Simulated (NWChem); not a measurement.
# AlH2OF (SMILES [OH][AlH][F]): revPBE0/cc-pVDZ

What is the vertical singlet–triplet gap of AlH2OF at revPBE0/cc-pVDZ? 

The results are computed with NWChem 7.3.0.

7 further runs of the same task are left out: 3 that didn't finish, 4 set aside as unsound or not needed.

## Step 1: The molecule

The species is AlH2OF (5 atoms), meant as a singlet with charge 0. As SMILES, `[OH][AlH][F]`. Geometry: a GFN2-xTB relaxation, a rough one for these elements and not checked as a minimum. This is one conformer, not always the lowest.

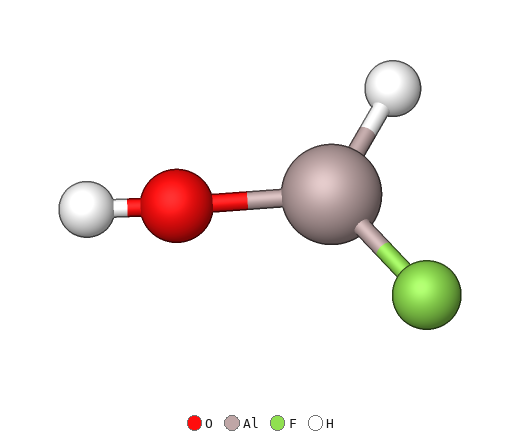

The structure, seen from a chosen angle (oxygen red, aluminium light grey, fluorine green, hydrogen white).

## Step 2: Energy and gradient at revPBE0/cc-pVDZ

File alfh2o.nw:

```
start alfh2o
title "AlFH2O"
memory total 2200 mb
geometry noautosym nocenter noautoz
  O     -1.021720     0.325810    -0.327270
  Al     0.472970    -0.139110     0.144100
  F      0.778780    -1.566900     0.912060
  H     -1.871140     0.628670    -0.614330
  H      1.641100     0.751530    -0.114560
end
basis spherical bse
  * library cc-pVDZ
end
dft
  xc revpbe 0.75 cpbe96 1.0 hfexch 0.25
  grid fine
  convergence energy 1e-05
  mulliken
end
task dft gradient
```

Run with:

```console
nwchem alfh2o.nw > alfh2o.out
```

The log of the run:

```text
[...]
          Wavefunction type:  closed shell.
          No. of atoms     :     5
          No. of electrons :    32
[...]
          Charge           :     0
          Spin multiplicity:     1
[...]
          AO basis - number of functions:    56
[...]
              XC Information
              --------------
                     Hartree-Fock (Exact) Exchange  0.250
                        RevPBE Exchange Functional  0.750
            Perdew 1991 LDA Correlation Functional  1.000 local
           PerdewBurkeErnz. Correlation Functional  1.000 non-local
[...]
 d= 0,ls=0.0,diis     1   -418.5654246793 -5.19D+02  2.05D-02  8.94D-01     1.6
[...]
 d= 0,ls=0.0,diis     7   -418.6622538084 -3.40D-07  2.36D-06  3.77D-08     7.1
         Total DFT energy =     -418.662253808418
      One electron energy =     -782.855579163284
           Coulomb energy =      301.796262545429
    Exchange-Corr. energy =      -38.482033637995
 Nuclear repulsion energy =      100.879096447431
[...]
      Total Density - Mulliken Population Analysis
     ---------------------------------------------
    Atom       Charge   Shell Charges
 -----------   ------   -------------------------------------------------------
    1 O    8     8.47   2.01  0.79  0.89  2.92  1.86  0.00
    2 Al  13    12.14   2.00  2.02  0.55  0.14  6.01  0.79  0.24  0.39
    3 F    9     9.42   2.01  0.88  1.04  3.33  2.16  0.00
    4 H    1     0.86   0.70  0.08  0.09
    5 H    1     1.12   0.73  0.38  0.01
[...]
  wavefunction    = closed shell
                         DFT ENERGY GRADIENTS
    atom               coordinates                        gradient
                 x          y          z           x          y          z
   1 O      -1.930771   0.615692  -0.618451    0.027457  -0.006853   0.007852
   2 Al      0.893784  -0.262880   0.272310   -0.006180  -0.002762   0.000305
   3 F       1.471681  -2.961012   1.723543   -0.002084   0.024230  -0.012476
   4 H      -3.535942   1.188014  -1.160915    0.002663   0.000644   0.000115
   5 H       3.101229   1.420186  -0.216487   -0.021856  -0.015259   0.004205
[...]
```

It took 14 s on 1 thread of Intel Xeon Platinum 8488C (Sapphire Rapids), shared host; peak memory 0.11 GiB.

## Step 3: The triplet, same level

File run.nw:

```
START run
TITLE "AlFH2O"
memory stack 880 mb heap 220 mb global 1100 mb

GEOMETRY units angstrom noautosym nocenter noautoz
   O    -1.021720    0.325810   -0.327270
   Al    0.472970   -0.139110    0.144100
   F     0.778780   -1.566900    0.912060
   H    -1.871140    0.628670   -0.614330
   H     1.641100    0.751530   -0.114560
END

BASIS "ao basis" spherical bse
   * library cc-pVDZ
END

DFT
   xc revpbe 0.75 cpbe96 1.0 hfexch 0.25
   mult 3
   grid fine
   convergence energy 1e-05
   maxiter 150
   mulliken
   print low
END

TASK dft gradient
```

Run with:

```console
nwchem run.nw > run.out
```

The log of the run:

```text
[...]
 d= 0,ls=0.0,diis     1   -418.2642509641 -5.19D+02  2.62D-02  2.27D-01     1.7
[...]
 d= 0,ls=0.0,diis    19   -418.3994689860 -3.82D-09  3.67D-06  1.15D-10    22.6
[...]
         Total DFT energy =     -418.399468985988
      One electron energy =     -781.666263907076
           Coulomb energy =      300.754274104636
    Exchange-Corr. energy =      -38.366575630980
 Nuclear repulsion energy =      100.879096447431
[...]
      Total Density - Mulliken Population Analysis
     ---------------------------------------------
    Atom       Charge   Shell Charges
 -----------   ------   -------------------------------------------------------
    1 O    8     8.13   2.01  0.86  0.85  2.80  1.60  0.00
    2 Al  13    12.59   2.00  2.02  0.60  0.64  6.01  0.70  0.22  0.39
    3 F    9     9.37   2.01  0.89  1.03  3.32  2.12  0.00
    4 H    1     0.94   0.69  0.16  0.08
    5 H    1     0.98   0.70  0.27  0.01
[...]
      <S2> =      2.0111 (Exact =     2.0000)
                         DFT ENERGY GRADIENTS
    atom               coordinates                        gradient
                 x          y          z           x          y          z
   1 O      -1.930771   0.615692  -0.618451    0.055954  -0.015965   0.014724
   2 Al      0.893784  -0.262880   0.272310   -0.023973   0.051307  -0.020866
   3 F       1.471681  -2.961012   1.723543   -0.017548   0.034868  -0.023201
   4 H      -3.535942   1.188014  -1.160915    0.040248  -0.022994   0.017484
   5 H       3.101229   1.420186  -0.216487   -0.054681  -0.047216   0.011860
 Task  times  cpu:       29.3s     wall:       29.3s
 Total times  cpu:       29.3s     wall:       29.3s
```

Wall time 30 s (1 thread of Intel Xeon Platinum 8488C (Sapphire Rapids), shared host); peak memory 0.11 GiB.

## Step 4: What came out

At revPBE0/cc-pVDZ:

```
                                        quantity          value
                           singlet: total energy  -418.66225 Eh
                          singlet: dipole moment         2.33 D
                            singlet: HOMO energy       -8.98 eV
                            singlet: LUMO energy       -0.10 eV
                          singlet: HOMO–LUMO gap        8.88 eV
               singlet: largest force on an atom     1.510 eV/Å
                           triplet: total energy  -418.39947 Eh
                                   triplet: ⟨S²⟩          2.011
               triplet: largest force on an atom     3.765 eV/Å
vertical energy of the triplet above the singlet       7.151 eV
```

**Reading.** At this shape the triplet lies 7.15 eV (165 kcal/mol) above the singlet. The largest force (singlet) is 1.51 eV/Å: the shape isn't a stationary point for this species at this level. Mulliken charges (triplet) run from -0.37 on F3 to +0.41 on Al2; they depend strongly on the basis.
